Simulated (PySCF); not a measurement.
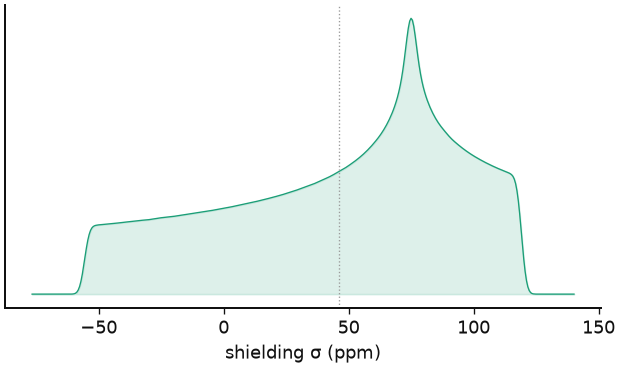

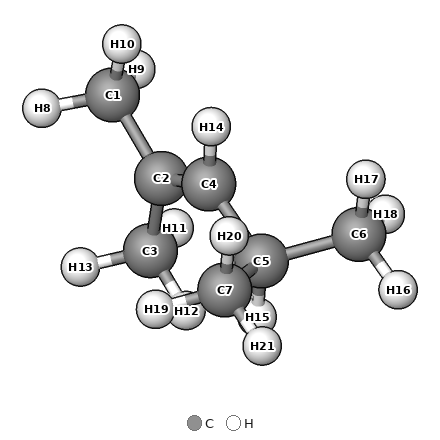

Static powder pattern (¹³C) from GIAO shielding tensors of C₇H₁₄ (2,4-dimethyl-2-pentene), SMILES CC(C)=CC(C)C, PBE0/pcSseg-1 with PySCF, at a GFN2-xTB geometry (no frequency check); absolute shielding, one fixed geometry of the isolated molecule without any motion, no dipolar terms. The dotted line is the isotropic value; skew is 3(σiso − σ22)/span.

**The pattern belongs to C4. Give the principal values, span and skew.**

C4: σ11, σ22, σ33 = −56, 75, 119 ppm, isotropic 46, span 175 ppm, skew −0.49.

Caveats: the tight-binding geometry is rougher than a DFT one and adds to the error; one conformer of a flexible molecule.
